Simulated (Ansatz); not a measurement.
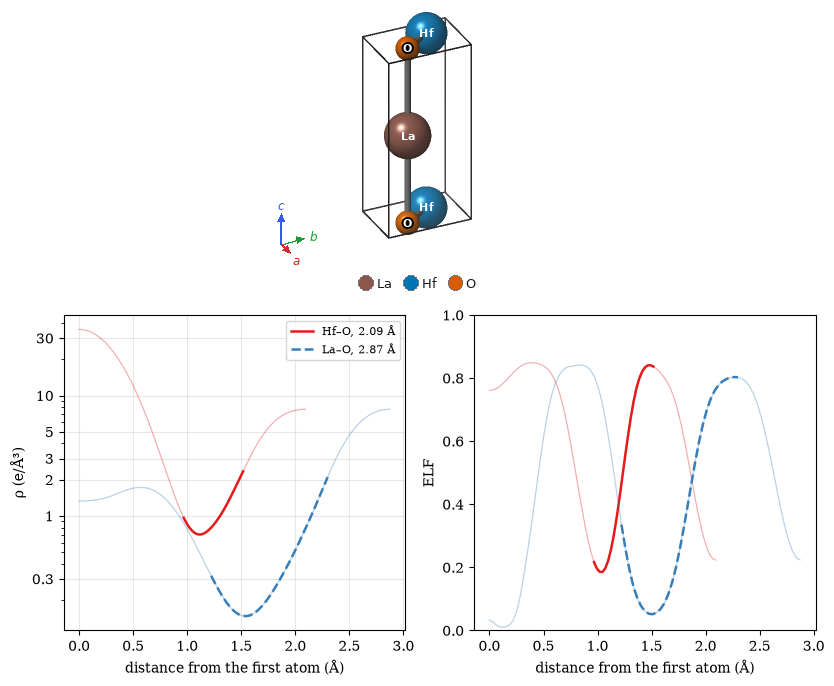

Figure. LaHfO. Valence electron density and ELF along straight lines between neighbouring atoms. Thin, pale parts lie inside the atomic spheres. The structure is drawn too.

Space group P-6m2; a generated structure, not necessarily the stable one; computed without spin polarisation.

All numbers below come from DFT PBE, scalar-relativistic, plane waves, PAW (Ansatz 0.2.0).

In a PAW calculation such maps are meaningful between the atoms, not at the nuclei.

Question: Compare the contacts.

Answer: Hf–O (2.09 Å): the density is about 0.75 e/Å³ at the midpoint; the ELF peaks at about 0.85 in the valence shell of O, 0.6 Å from its nucleus, and drops to about 0.20 between the two atoms (no shared electron pair shows on this line).
La–O (2.87 Å): the density is about 0.16 e/Å³ at the midpoint; the ELF is about 0.05 at the midpoint (no shared electron pair shows on this line).
